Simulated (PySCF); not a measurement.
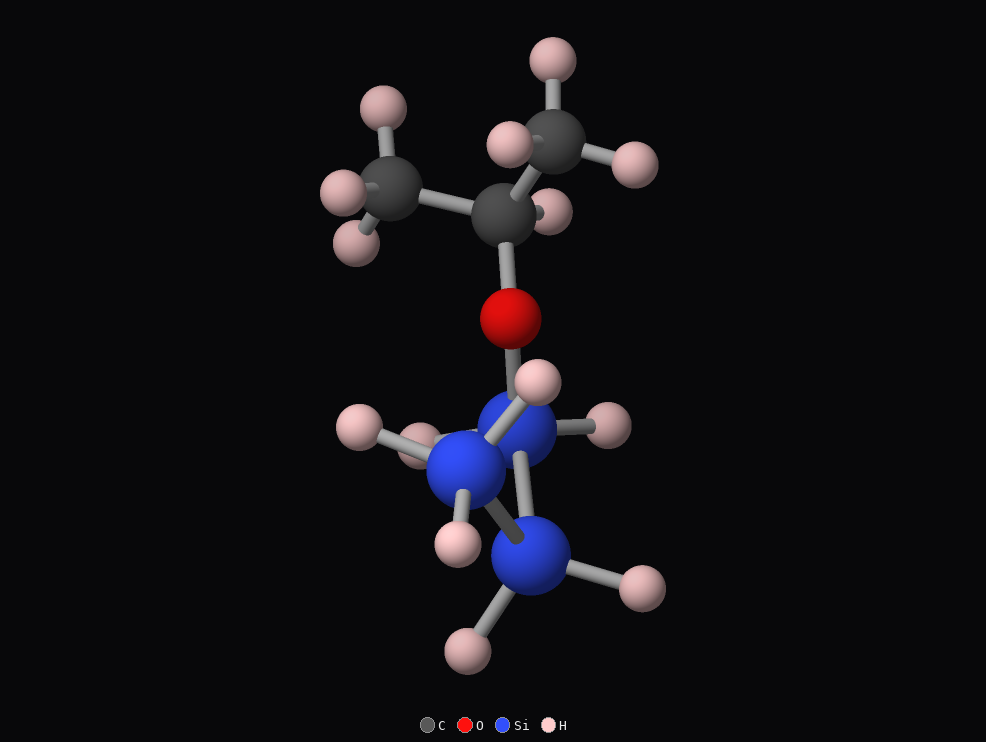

Computed geometry: PBE0-D3(BJ)/def2-SVP optimisation. No frequency run is at hand to confirm it as a minimum.

Draw it as a skeletal formula.

SMILES: CC(C)O[SiH2][SiH2][SiH3]

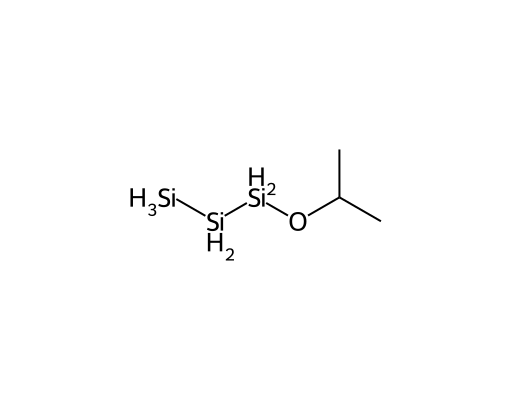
